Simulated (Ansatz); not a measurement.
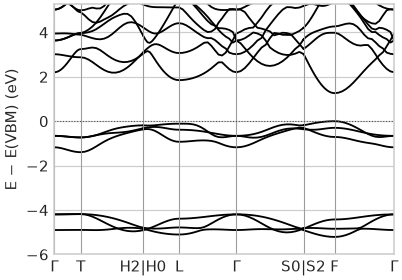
Figure: Band structure from r²SCAN in the plane-wave PAW code Ansatz

Problem. Read off the gap and where the band edges lie.

Solution. About 1.3 eV (1.26 eV by a search for the band edges); maximum at F, minimum at F.

Problem. Pick the material that matches.
A. Ba2NCl, R-3m (Ba on 6c, N on 3b, Cl on 3a)
B. LuAgO2, R-3m (Lu on 3b, Ag on 3a, O on 6c)
C. Bi2Te2Se, R-3m (Bi on 6c, Te on 6c, Se on 3a)
D. LiYSe2, R-3m (Li on 3b, Y on 3a, Se on 6c)

Solution. A, Ba2NCl, R-3m (Ba on 6c, N on 3b, Cl on 3a)

The workflow started from a Materials Project entry (that database holds measured and hypothetical structures alike); the Crystallography Open Database copy checked does not list it. Whether it is the stable phase at ambient conditions was not checked. Symmetry was held in the r²SCAN relaxation; whether a distortion lowers the energy is not shown. Scalar-relativistic: spin–orbit coupling is off unless named, which matters more the heavier the elements.

Potentials: the later of the program's two PAW sets.
